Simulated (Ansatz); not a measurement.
**C2H7In: single-point calculation**

- system: C2H7In
- method: RKS wB97M-V/def2-mTZVPP (Ansatz 0.2.0)

Some settings of this run were made unusual or wrong on purpose. The geometry comes from this level: r2SCAN-D4/def2-SVP.

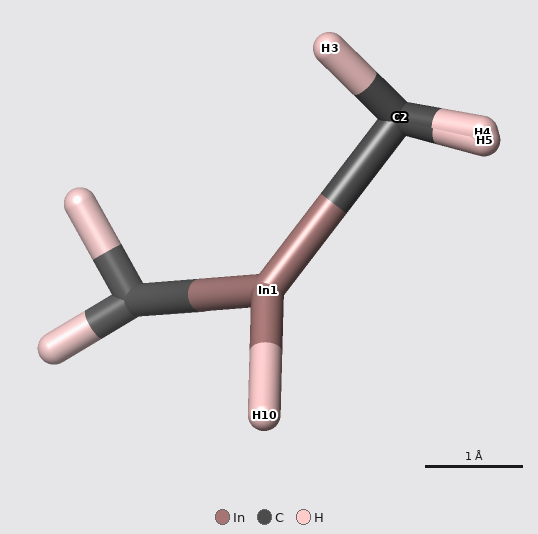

**Figure 1.** The structure (stick view, seen at a tilt; atoms are numbered from 1 in the order of the input). Sticks mark near contacts. Bond lengths as drawn: C–H 1.00 to 1.26 Å, C–In 2.22 to 2.25 Å, H–H 0.09 Å and H–In 1.63 Å.

### Input
```yaml
crystal:
  periodic: [false, false, false]
  atoms:
    - {symbol: In, position_ang: [-0.446994, -0.860105, 0.174369]}
    - {symbol: C, position_ang: [1.789042, -0.618282, 0.057878]}
    - {symbol: H, position_ang: [1.935643, -0.309313, 1.084135]}
    - {symbol: H, position_ang: [2.264066, -1.461357, -0.274110]}
    - {symbol: H, position_ang: [2.214066, -1.511357, -0.324110]}
    - {symbol: C, position_ang: [-1.598839, 1.030538, 0.069365]}
    - {symbol: H, position_ang: [-1.253591, 1.620101, -0.985449]}
    - {symbol: H, position_ang: [-1.170461, 1.714815, 0.883995]}
    - {symbol: H, position_ang: [-2.529770, 1.357483, 0.250518]}
    - {symbol: H, position_ang: [-1.354225, -2.213159, 0.182549]}
basis:
  gaussian: {orbitals: def2-mTZVPP, nuclear_model: gaussian}
hamiltonian: {xc: {name: wB97M-V}}
scf: {omitted_lower_state_checks: [starts]}
```

Run on 4 threads of Arm Neoverse V2, 23 GiB of memory available, shared host.

Command:
```bash
ansatz run in.yaml --threads 4 --pin off --events-out ev --progress --plain --max-ram 3916MiB
```

### What the program printed
```
Functional definition: wB97M-V
  name "wB97M-V"
  cite "Mardirossian & Head-Gordon, J. Chem. Phys. 144, 214110 (2016) doi:10.1063/1.4952647"
  cite "Becke, J. Chem. Phys. 107, 8554 (1997) doi:10.1063/1.475007"
  cite "Vydrov & Van Voorhis, J. Chem. Phys. 133, 244103 (2010) doi:10.1063/1.3521275"
  # Of w^i u^j: cxij and so on, Table III.
  parameter omega = 0.3/bohr
  parameter cx = 0.15
  parameter cx01 = 1.007
  parameter cx10 = 0.259
  parameter css00 = 0.443
  parameter css04 = -1.437
  parameter css10 = -4.535
  parameter css20 = -3.390
  parameter css43 = 4.278
  parameter cos00 = 1.000
  parameter cos10 = 1.358
  parameter cos20 = 2.924
  parameter cos21 = -8.812
  parameter cos60 = -1.390
  parameter cos61 = 9.142
  parameter b = 6.0
  parameter c = 0.01
  gx(w, u) = 1 - cx + cx01*u + cx10*w
  gss(w, u) = css00 + css04*u^4 + css10*w + css20*w^2 + css43*w^4*u^3
  gos(w, u) = cos00 + cos10*w + (cos20 + cos21*u)*w^2 + (cos60 + cos61*u)*w^6
  exchange = spin_sum(e_x_unif_sr(omega)*gx(b97_w, b97_u_x)) + cx*exact_x_sr(omega) + exact_x_lr(omega)
  correlation = spin_sum(e_c_pw_mod_same_spin*gss(b97_w, b97_u_same))
      + integral(e_c_pw_mod_opposite_spin*gos(b97_w_opposite, b97_u_opposite)) + vv10(b, c)
these checks for a lower state are left out or cut short: starts
1172 factors; their error is unknown
265 factors; integrals over basis functions are off by at most 1.3e-5 eV
mean field evaluation 1: about -7221.9608 eV, gradient 4.8e1 eV
mean field evaluation 2: about -7223.4980 eV, gradient 4.2e1 eV
mean field evaluation 4: about -7227.8174 eV, gradient 1.2e0 eV
mean field evaluation 8: about -7227.8204 eV, gradient 4.9e-2 eV
mean field evaluation 16: about -7227.8371 eV, gradient 5.1e-5 eV
mean field -7227.83710465 eV, -265.6181143918 hartree, gradient 5.1e-5 eV, S^2 0.000000; 0 other end points of the search recorded, 0 dependent functions left out
reference -7227.83717506 eV, -265.6181169794 hartree; 20, 20 occupied and 89, 89 virtual orbitals, 1172 factors
Total energy: -7227.83717506 eV, -265.6181169794 hartree
Checks for a lower state left out: starts
```

### Outcome

```tsv
quantity	value
outcome	converged
total energy	−7227.8372 eV
SCF solution under orbital rotations	stable
wall time	3.8 s (CPU time 14 s)
peak memory	0.33 GiB
```

This input holds a deliberate fault: two atoms are placed far too close. The run converged all the same; its numbers are those of the faulty input and shouldn't be used.
